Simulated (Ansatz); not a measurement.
A series of calculations on SiPNH₄Se

**1. Relaxation**

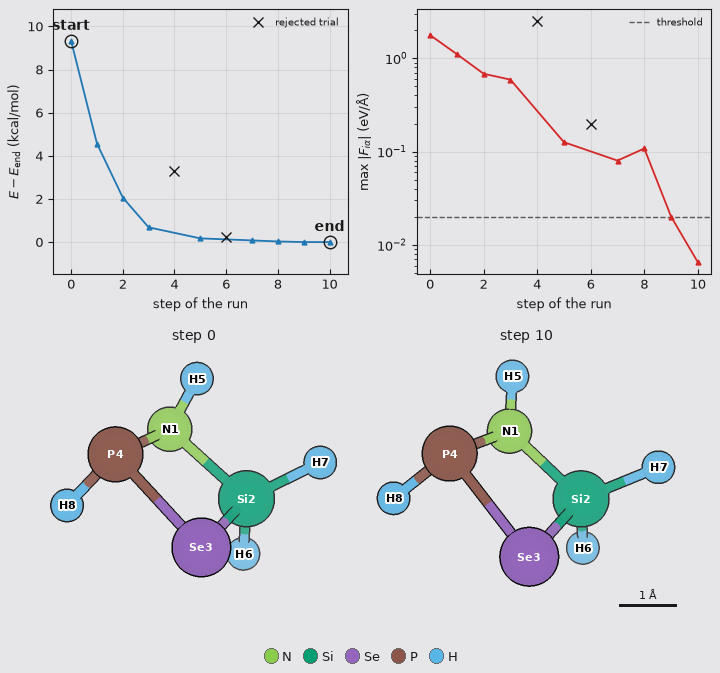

First and last geometry of a relaxation of SiPNH4Se, with the history of the run. Style: ball-and-stick. Shown at a tilt.

The run prepares an end point of a later path (hydrogen shift) calculation, from a guessed geometry.

The calculation used Ansatz 0.2.0, UKS B3LYP-D4/def2-SVP.

Input
```yaml
crystal:
  periodic: [false, false, false]
  atoms:
    - { symbol: "N", position_ang: [-0.3811, -0.8289, 0.5917] }
    - { symbol: Si, position_ang: [-0.6089, 0.8166, -0.1857] }
    - { symbol: Se, position_ang: [1.5209, 0.9179, -0.7766] }
    - { symbol: P, position_ang: [1.3963, -1.118, 0.262] }
    - { symbol: H, position_ang: [-0.5196, -0.6394, 1.5914] }
    - { symbol: H, position_ang: [-1.4833, 0.7637, -1.3633] }
    - { symbol: H, position_ang: [-0.9338, 1.8498, 0.8087] }
    - { symbol: H, position_ang: [1.1016, -1.8188, -0.9839] }
magnetization:
  spin_polarized: true
basis:
  gaussian: { orbitals: def2-SVP }
hamiltonian:
  xc: b3lyp
  dispersion: d4
relax:
  f_tol: 0.02
  max_steps: 50
```

Run as
```bash
ansatz run input.yaml --threads 2 --pin off --max-ram 3072MiB --backend cpu --events-out ev --progress --plain --runs-dir out
```

> Read the history and describe the run.

It converged. Over 8 accepted moves (10 points after the start) the energy falls by 9.33 kcal/mol. Largest force component: 1.8 eV/Å at the start, 0.0065 eV/Å at the end. The line search rejected the trial steps at points 4, 6 of the run. The largest move after the best rigid fit is that of H5, 0.41 Å. Largest moves by element: H 0.41 Å, N 0.22 Å, Se 0.18 Å, Si 0.06 Å, P 0.04 Å. Among the contacts that change: Si2–Se3 2.213 → 2.308 Å, N1–Si2 1.834 → 1.744 Å, N1–P4 1.831 → 1.747 Å, Se3–P4 2.289 → 2.356 Å. Bond angles that change, for instance: Si2–N1–H5 103.3° → 127.7°, P4–N1–H5 109.6° → 118.5°, N1–P4–H8 91.9° → 100.4°.

**2. Relaxation**

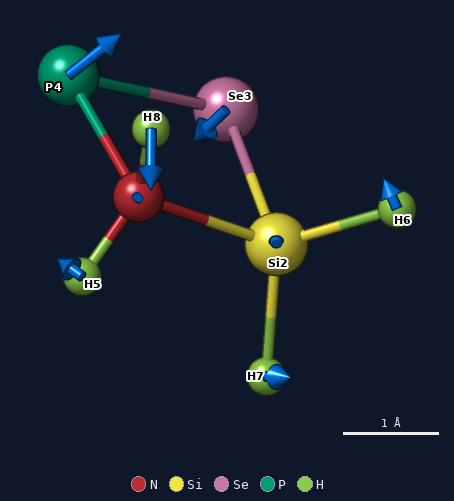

This is a relaxation of SiPNH4Se. The starting structure is drawn; blue arrows show the displacements, at their true length. The two geometries are superimposed by the best rigid fit.

Style: ball-and-stick. Shown from a free direction.

The run prepares an end point of a later path (hydrogen shift) calculation, from a guessed geometry.

All numbers below come from UKS B3LYP-D4/def2-SVP (Ansatz 0.2.0).

The input:
```yaml
crystal:
  periodic: [false, false, false]
  atoms:
    - { symbol: "N", position_ang: [-0.3811, -0.8289, 0.5917] }
    - { symbol: Si, position_ang: [-0.6089, 0.8166, -0.1857] }
    - { symbol: Se, position_ang: [1.5209, 0.9179, -0.7766] }
    - { symbol: P, position_ang: [1.3963, -1.118, 0.262] }
    - { symbol: H, position_ang: [-0.5196, -0.6394, 1.5914] }
    - { symbol: H, position_ang: [-1.4833, 0.7637, -1.3633] }
    - { symbol: H, position_ang: [-0.9338, 1.8498, 0.8087] }
    - { symbol: H, position_ang: [-0.6185, -1.67497, 0.03546] }
magnetization:
  spin_polarized: true
basis:
  gaussian: { orbitals: def2-SVP }
hamiltonian:
  xc: b3lyp
  dispersion: d4
relax:
  f_tol: 0.02
  max_steps: 50
output:
  orbitals: {}
```

Command:
```bash
ansatz run input.yaml --threads 2 --pin off --max-ram 3072MiB --backend cpu --events-out ev --progress --plain --runs-dir out
```

### What did the optimiser do to the structure, and how much energy did it gain?

The energy falls by 112.6 kJ/mol in 10 geometry steps. Largest force component: 2.7 eV/Å at the start, 0.014 eV/Å at the end. The atom that moves furthest after the best rigid fit is P4 (0.73 Å). Largest moves by element: P 0.73 Å, H 0.68 Å, Se 0.57 Å, Si 0.13 Å, N 0.08 Å. Some distances before and after: N1–P4 1.831 → 1.973 Å, Se3–P4 2.289 → 2.397 Å, Si2–H7 1.470 → 1.498 Å, N1–Si2 1.834 → 1.857 Å. Bond angles that change, for instance: P4–N1–H8 89.8° → 111.0°, H5–N1–H8 129.8° → 108.8°, Si2–N1–H5 103.3° → 116.3°. The run took 41 s on 2 threads of Intel(R) Xeon(R) Platinum 8488C (Sapphire Rapids), with other jobs on the host, peak memory 0.37 GiB.

**3. Path**

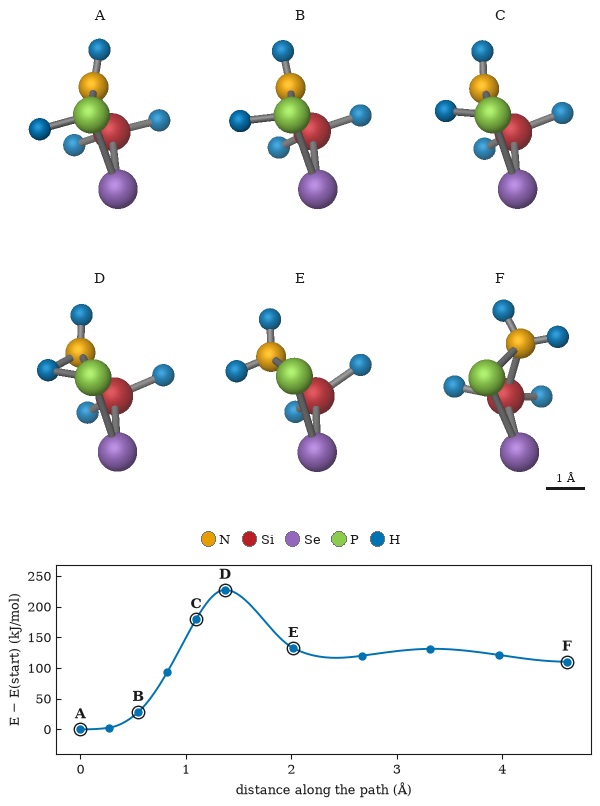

NEB run on SiPNH4Se. Images are numbered from 0 (start) to 10 (end). Frames A to F are images 0, 2, 4, 5, 6, 10. Style: ball-and-stick. Shown from a free direction.

Level of theory: UKS B3LYP-D4/def2-SVP in Ansatz 0.2.0. Set-up: 9 movable images; climbing image; force threshold 0.05 eV/Å; iteration limit 57; starting path through a guess of the saddle point.

> Describe the mechanism and the energy profile.

The energy climbs by 227.5 kJ/mol to image 5 and then falls by 117.2 kJ/mol, so the end point sits at +110.4 kJ/mol. The profile has 2 maxima (images 5, 8) with a dip at image 7 (+120.0 kJ/mol), so the process runs in steps. The path has more than one stage, and so few images may leave a stage unresolved. Breaking: H–P (1.44 → 2.53 Å). Forming: H–N (2.46 → 1.02 Å). The band converged in 18 iterations. The largest component of the band force went from 8.1 to 0.033 eV/Å. The climbing image converged on the top of the path. Its vibrational analysis gives one imaginary mode (1558i cm⁻¹), as a transition state must have.

The run took 8.7 min on 2 threads of Intel(R) Xeon(R) Platinum 8488C (Sapphire Rapids), on a shared host, peak memory 0.38 GiB.
